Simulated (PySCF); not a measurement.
Si(F)(Cl)(Me)(Vi), SMILES [Si](C=C)(C)(Cl)F (C3H6ClFSi) at its PBE0/def2-SVP optimised geometry (Å):

```
12

C     -1.3405    -1.6956    -2.3960
C     -0.5545    -2.1724    -1.4234
Si     0.0332    -1.1450     0.0000
C     -0.5620     0.6097     0.0000
F      1.6591    -1.1450     0.0000
Cl    -0.5168    -2.0745     1.7636
H     -1.6888    -0.6565    -2.4095
H     -1.6784    -2.3213    -3.2294
H     -0.2438    -3.2242    -1.4680
H     -0.1417     1.1450     0.8645
H     -0.2418     1.1314    -0.9153
H     -1.6591     0.6581     0.0687
```

Method: PBE0/def2-TZVP run with PySCF 2.14.0. Cells within 0.4 Å of a nucleus heavier than hydrogen are left out (blank, or x).

Map of the LUMO amplitude (bohr^(-3/2)) on the plane z = 0.0 Å; orbital energy -0.98 eV, overall sign arbitrary:

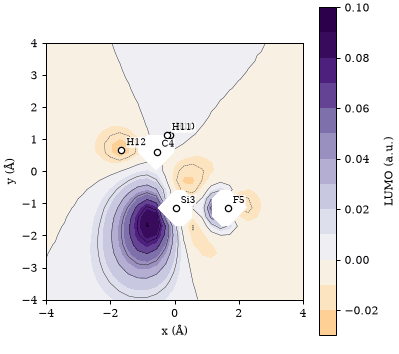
Fig. 1. LUMO amplitude (bohr^(-3/2)) on the plane z = 0.0 Å.
